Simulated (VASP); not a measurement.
Band structure of TiC (rock salt). Method: PBEsol GGA, VASP's PBE PAW potentials (set 64) (plane waves; VASP 6.6.1).

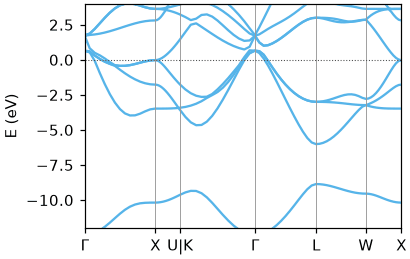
Bands along high-symmetry lines, zero at the valence-band maximum or, without a gap, the Fermi level

Problem. Read the plot: is there a gap, and where are the band edges?

Solution. It has no gap at this level: it comes out as a metal or semimetal. (Edges off the drawn lines would not show.)

The compound is TiC in the rock salt structure. It was relaxed first.
